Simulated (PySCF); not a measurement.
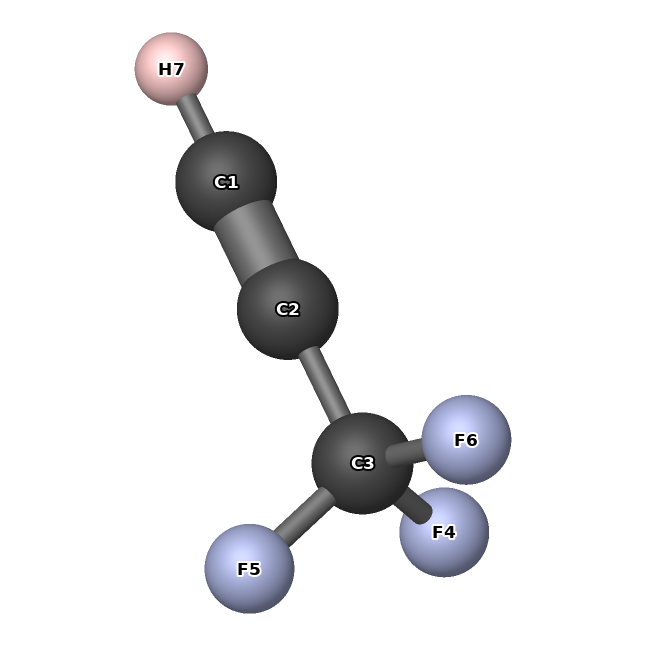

The thickness of each stick grows with its Mayer bond order. The geometry was computed by an optimisation with PBE0-D3(BJ)/def2-SVP. No frequency run is at hand to confirm it as a minimum. Computed with PBE0/pcSseg-0 (PySCF 2.14.0).

Question: Which bond has the highest Mayer bond order?

Answer: C1–C2, 3.17, at a length of 1.207 Å.

List the Mayer bond orders of C1–C2, C1–H7, C2–C3, C3–F4 (one bond of each equivalent set).

| bond | Mayer order | length (Å) |
| --- | --- | --- |
| C1–C2 | 3.17 | 1.207 |
| C1–H7 | 0.88 | 1.076 |
| C2–C3 | 0.91 | 1.469 |
| C3–F4 | 0.94 | 1.332 |
